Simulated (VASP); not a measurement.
Shape and ions are relaxed at each volume.

Energy against volume of Ru (hcp). Computed with optB88-vdW, VASP's PBE PAW potentials (set 64) (plane waves; VASP).

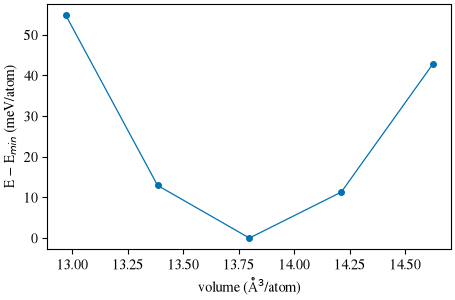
Energy against volume

Problem. Estimate the equilibrium volume and the bulk modulus.

Solution. The minimum lies near 13.8 Å³/atom, and the curvature gives B0 of about 310 GPa.

Measured: bulk modulus 318 GPa at 0 K (computed value off by -1.9 %), as given by Vázquez-Parga, Fernández-Martínez, Viñes, J. Chem. Theory Comput. (2023), doi:10.1021/acs.jctc.3c00612, Supporting … [zero-point energy and finite temperature contributions removed].

The compound is Ru in the hcp structure. It was relaxed first.
